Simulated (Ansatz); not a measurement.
C$_{2}$H$_{3}$Ca (doublet)

```
atom    x (Å)    y (Å)    z (Å)
   C   0.4526  -0.5650  -0.4524
   C  -0.8545  -0.2881  -0.6034
  Ca   0.2745  -0.6499   1.8309
   H  -1.4017  -0.1255  -1.5452
   H   1.0312  -0.6343  -1.3847
   H  -1.5485  -0.1917   0.2701
```

Geometry: PBE0-D3(BJ)/def2-SVP.

Theory: Ansatz 0.2.0, isolated molecule in a Gaussian basis; Kohn-Sham density functional theory, functional PBE0.

Question: What will maps of the electron density, electron localisation function and spin density show?

Answer: C–C (1.34 Å): ρ is about 2.3 e/Å³ halfway; the ELF peaks at about 0.95 between the atoms: a multiple bond.
C–Ca (2.29 Å): ρ at the midpoint is about 0.41 e/Å³; the ELF peaks at about 0.95 in the valence shell of C, 0.7 Å from its nucleus, and is about 0.30 at the midpoint.
C–H (1.10 Å): ρ at the midpoint is about 1.9 e/Å³; the ELF climbs to about 1 towards the hydrogen, as it does in any bond to H; an ordinary covalent bond to hydrogen.
Ca–H (2.44 Å): ρ at the midpoint is about 0.12 e/Å³; the ELF climbs to about 1 towards the hydrogen.
The unpaired spin (1 electron) lies mostly on Ca3 (about 0.9), in electrons by Hirshfeld's partition.

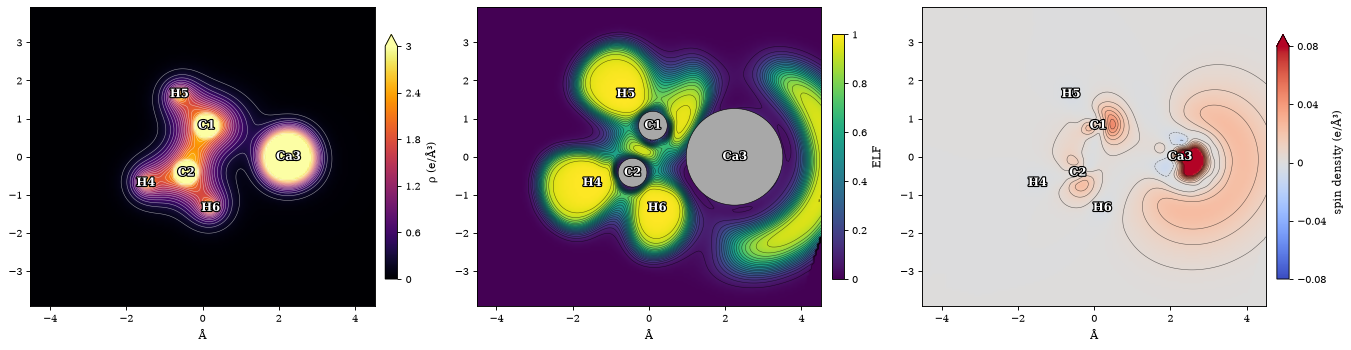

Computed electron density, electron localisation function and spin density on the molecular plane, in this order. Grey discs cover the atomic cores in the ELF map. 
